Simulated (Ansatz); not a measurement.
Computed with PBE (plane waves to 420 eV, PAW; Ansatz, a quantum-chemistry and plane-wave program).

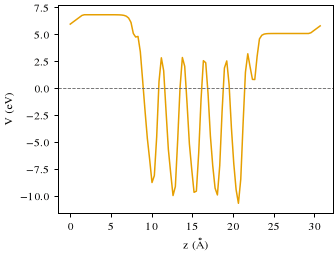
Figure. Planar average of the electrostatic potential across the slab, in eV from the highest filled level, for the (000-1) surface of wurtzite ZnO, O-terminated, 2x2 with 2 OH on 4 top atoms (bottom of the slab: 2 H on 4 bottom sites)

Model: 46-atom slab, 14.7 Å thick at the start with caps and adatoms, 4x4x1 mesh, Fermi-Dirac 0.025 eV, dipole correction, 8 atoms held, the rest relaxed; no symmetry held; no spin, no spin-orbit, no U. It is one candidate, not shown to be the stable structure of the face.

Task: The surface cell has an area of 37.26 Å². What dipole along the normal does the step between the two vacuum levels imply?

Result: the top vacuum level lies 1.74 eV below the bottom one; p = −ε₀ A ΔV (ε₀ = 0.005526 e/(V·Å)) gives 0.36 e·Å a cell.
